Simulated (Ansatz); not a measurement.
Consider SnO2 in the rutile structure (space group P4_2/mnm, No. 136; a = 4.760 Å, c = 3.201 Å). Axes: x, y, z lie along a, b, c of the conventional cell.

Perturbation: uniaxial stress, 0.5 GPa compression along z, with the cell and atoms free to relax against it.

All numbers come from r2SCAN, PAW, 500 eV (Ansatz, a quantum-chemistry and plane-wave program; without spin-orbit coupling).

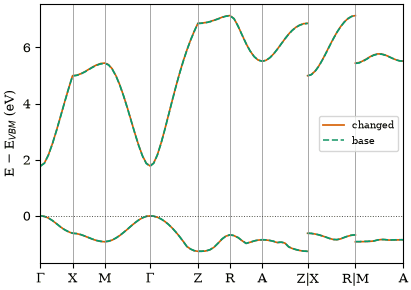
Figure: Highest valence and lowest conduction band along the path, each from its own valence-band maximum

Task: From the figure, how large is the changed gap, and is it direct?

Result: About 1.8 eV, direct at Γ.

Load acts through the strain it causes; cell and atoms are relaxed under it. Beyond what the load breaks, stability against distortions was not tested.
